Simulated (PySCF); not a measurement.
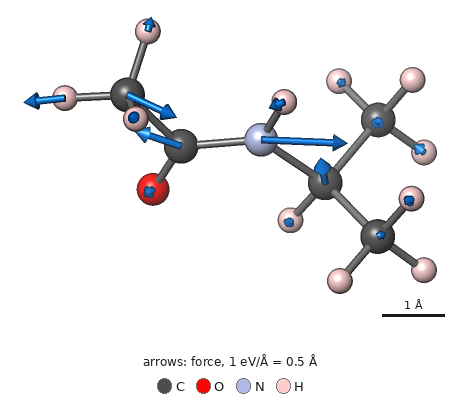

Starting geometry of C5H11NO with the computed forces as blue arrows. The picture is a ball-and-stick view, seen from a free direction.

The start comes from GFN2-xTB. Its atoms were then displaced at random by about 0.01 Å.

Theory: PBE0-D3(BJ)/def2-TZVP geometry optimisation, gas phase (PySCF). 

> What follows when this structure is relaxed?

It isn't relaxed: the largest force vector, on the N atom, is 2.82 eV/Å. The final displacements have little in common with the starting forces (cosine between the two patterns 0.16). After 8 geometry steps the energy has fallen by 0.125 eV. The atom that moves furthest after the best rigid fit is the O atom (0.14 Å). By element the largest moves are O 0.14 Å, H 0.13 Å, N 0.06 Å, C 0.05 Å. Among the contacts that change: C–H 1.049 → 1.087 Å, C–N 1.486 → 1.449 Å, C–N 1.320 → 1.357 Å, C–C 1.531 → 1.511 Å. Among the angles between lasting bonds that change: C–N–H 122.6° → 118.3°, C–N–H 114.2° → 118.1°, C–C–H 111.2° → 108.8°. The run took 4.2 min on 2 threads of Intel(R) Xeon(R) Platinum 8259CL CPU @ 2.50GHz, with other jobs on the host.
